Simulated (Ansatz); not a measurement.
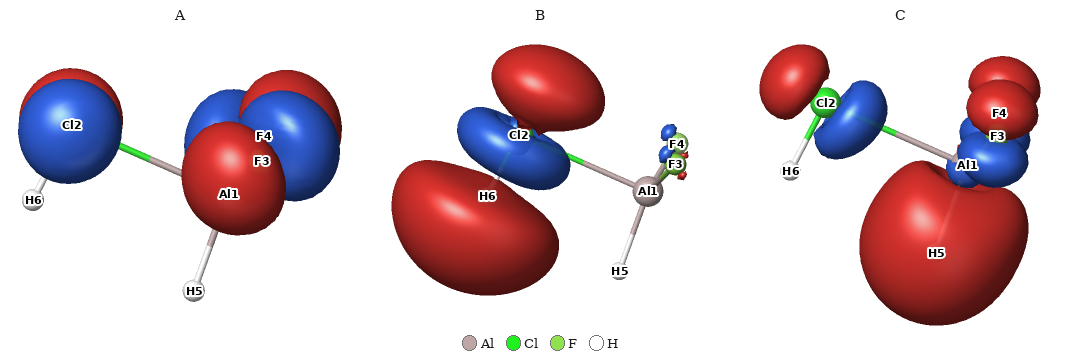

The picture shows: AlClF2H2. Three frontier orbitals at ±0.1 Å⁻³ᐟ² (blue and red are the two phases), in no order.

Level of theory: Ansatz 0.2.0, RKS PBE0-D4/def2-SVP.

Input

```
crystal:
  periodic: [false, false, false]
  atoms:
    - { symbol: Al, position_ang: [0.020043, -0.460107, -0.477964] }
    - { symbol: Cl, position_ang: [0.022652, -0.19076, 2.933929] }
    - { symbol: F, position_ang: [1.430893, 0.242312, -0.9744] }
    - { symbol: F, position_ang: [-1.417287, 0.197908, -0.95932] }
    - { symbol: H, position_ang: [0.045008, -1.780859, 0.358663] }
    - { symbol: H, position_ang: [0.042591, -1.274094, 2.154091] }
basis:
  gaussian: { orbitals: def2-SVP }
hamiltonian:
  xc: pbe0
  dispersion: d4
relax:
  f_tol: 0.03
  max_steps: 50
output:
  orbitals: {}
```

Launched as:

```sh
ansatz run input.yaml --threads 1 --pin off --max-ram 2048MiB --backend cpu --events-out ev --progress --plain --runs-dir out
```

The fields are those of the run's last geometry, not of the input's.

**Order the three orbitals by energy and name them.**

A is the HOMO−1 (−10.52 eV). By Hirshfeld shares it lies mainly on F3 (about 40 %), F4 (about 40 %) and Cl2 (about 10 %); largely a combination of lone pairs on F3, F4 and Cl2. C is the HOMO (−9.27 eV). By Hirshfeld shares it lies mainly on H5 (about 45 %), Al1 (about 30 %), F3 (about 10 %), F4 (about 10 %) and Cl2 (about 5 %). B is the LUMO (−0.66 eV). It lies mainly on H6 (about 50 %) and Cl2 (about 45 %).

**What is the HOMO–LUMO gap?**

8.61 eV between the orbital energies.
